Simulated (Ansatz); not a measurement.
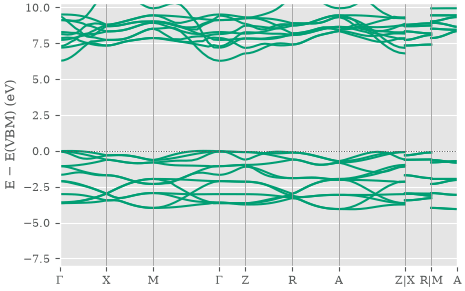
Fig. 1. Band structure from plane-wave PAW r²SCAN (Ansatz code)

**Question.** Read off the gap and where the band edges lie.

**Answer.** About 6.3 eV (6.28 eV by a search for the band edges); maximum on the M–Γ line, 77 % of the way from M, minimum at Γ.

The material is CaClF in space group P4/nmm (No. 129; Ca on 2c, Cl on 2c, F on 2a).

The workflow started from a Materials Project entry (that database holds measured and hypothetical structures alike); the Crystallography Open Database files this formula in space group No. 129, but the cells were not matched. Its standing as an ambient phase is unchecked. Symmetry was held in the r²SCAN relaxation; whether a distortion lowers the energy is not shown.

Potentials: the later of the program's two PAW sets.
